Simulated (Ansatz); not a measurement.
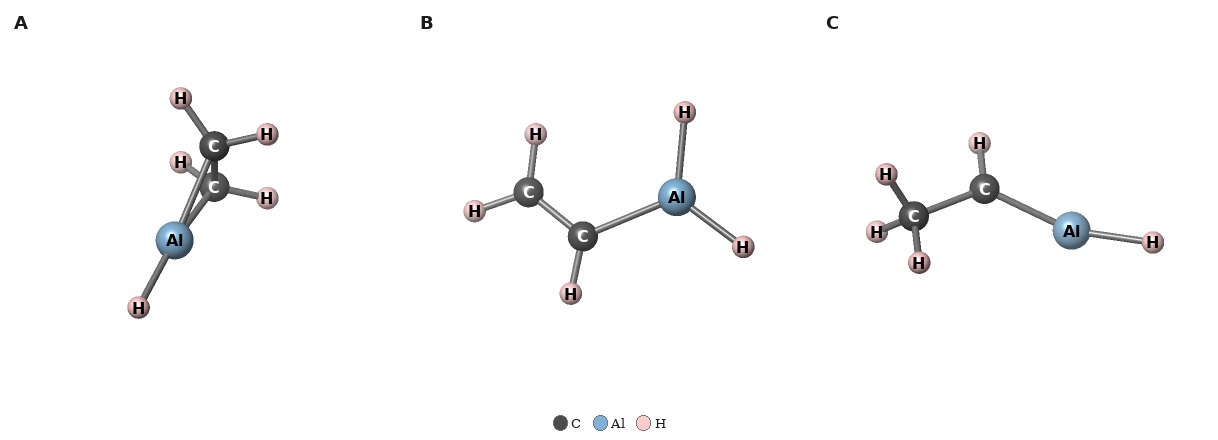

3 stationary structures of one formula. Geometries: PBE0-D4/def2-TZVP. Electronic energies: RHF-CCSD(T) (frozen core)/def2-TZVPP (Ansatz 0.2.0), without zero-point energy. No frequency run is at hand to confirm each as a minimum. Each is one conformer, not always the lowest.

Which structure is the most stable?

B is lowest (Cs); A lies 80.5 kJ/mol above it (C2v), C lies 142.6 kJ/mol above it.
